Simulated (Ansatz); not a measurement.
```
Ru Pb Cl
1.0
    -3.39992   -5.88884    0.00000
    -3.39993    5.88884    0.00000
     0.00000    0.00000  -17.30763
Ru Pb Cl
3 6 18
Direct
  0.66667 0.33333 0.83333
  0.00000 0.00000 0.50000
  0.33333 0.66667 0.16667
  0.66667 0.33333 0.56767
  0.33333 0.66667 0.90100
  0.00000 0.00000 0.23433
  0.66667 0.33333 0.09900
  0.00000 0.00000 0.76567
  0.33333 0.66667 0.43233
  0.71330 0.06710 0.91453
  0.37997 0.40043 0.24786
  0.04663 0.73377 0.58120
  0.35380 0.28670 0.91453
  0.68713 0.95337 0.58120
  0.02047 0.62003 0.24786
  0.93290 0.64620 0.91453
  0.26623 0.31287 0.58120
  0.59957 0.97953 0.24786
  0.95337 0.26623 0.41880
  0.62003 0.59957 0.75214
  0.28670 0.93290 0.08547
  0.97953 0.37997 0.75214
  0.31287 0.04663 0.41880
  0.64620 0.71330 0.08547
  0.40043 0.02047 0.75214
  0.73377 0.68713 0.41880
  0.06710 0.35380 0.08547
```

Space group R-3; built by placing these elements on a known structure type; not relaxed (largest force 1.1 eV/Å); computed without spin polarisation.

Level of theory: Ansatz, DFT, PAW plane waves, r2SCAN.

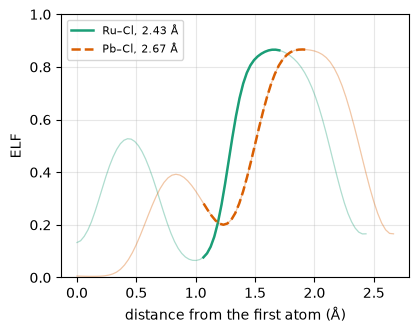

RuPb$_{2}$Cl$_{6}$. Electron localisation function along straight lines between neighbouring atoms. Thin, pale parts lie inside the atomic spheres.

Core electrons are frozen (PAW), and the valence fields are smoothed inside the atomic spheres.

### What can be read from the curves?

Ru–Cl (2.43 Å): the ELF peaks at about 0.85 in the valence shell of Cl, 0.8 Å from its nucleus, and is about 0.30 at the midpoint.
Pb–Cl (2.67 Å): the ELF peaks at about 0.85 in the valence shell of Cl, 0.8 Å from its nucleus, and drops to about 0.20 between the two atoms.
